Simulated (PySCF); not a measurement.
```xyz
12

F    -1.8410   -1.5664    0.1224
C    -0.6470   -1.2910   -0.4625
F     0.1386   -2.3919   -0.3443
N    -0.0784   -0.1019   -0.1569
Si    1.6785   -0.0487   -0.2678
Si   -1.1865    1.1466    0.4040
H     2.0278   -0.6134   -1.5689
H     2.2350   -0.8330    0.8330
H     1.9830    1.3721   -0.1627
H    -2.2877    1.1793   -0.5549
H    -1.6451    0.7907    1.7455
H    -0.3759    2.3569    0.3871
```

Geometry: GFN2-xTB.

All numbers below come from PySCF 2.14.0, density-fitted response routines, UKS B3LYP, pcH-1 on C F H N Si, non-relativistic, mean-field spin-orbit, GIAO.

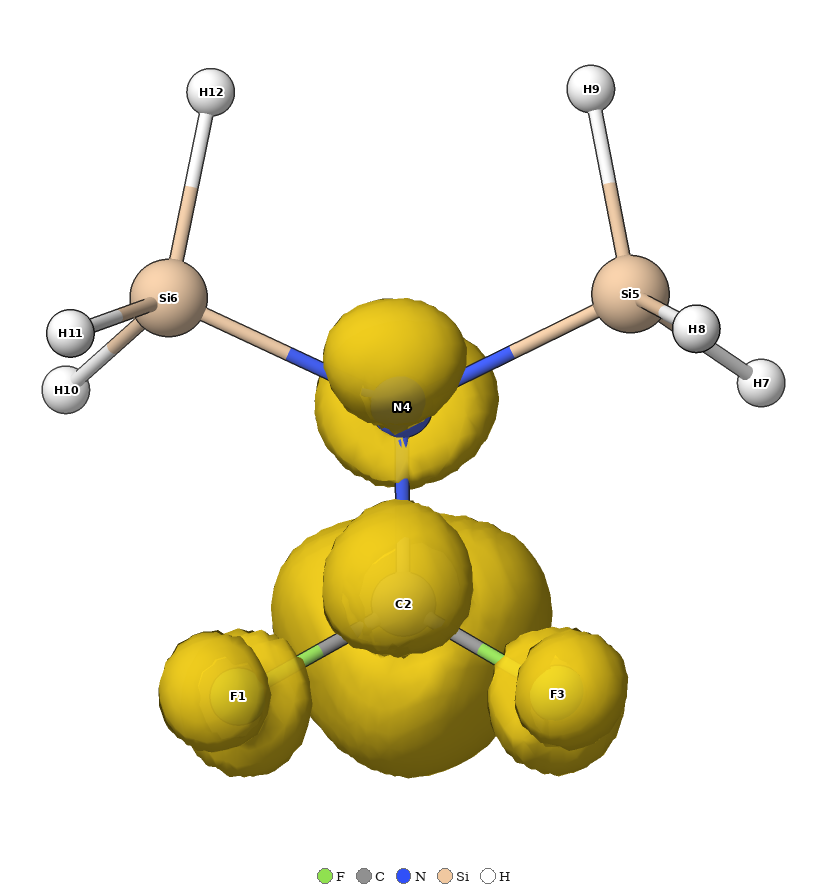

CH6F2NSi2 (doublet). Isosurface of the spin density (α minus β) at +0.03 e/Å³ (yellow), seen at a tilt.

> Describe the spin distribution.

The unpaired spin (1 electron) lies mostly on C2 (about 0.6), N4 (about 0.1), F1 (about 0.1) and F3 (about 0.1), in electrons by Hirshfeld's partition.
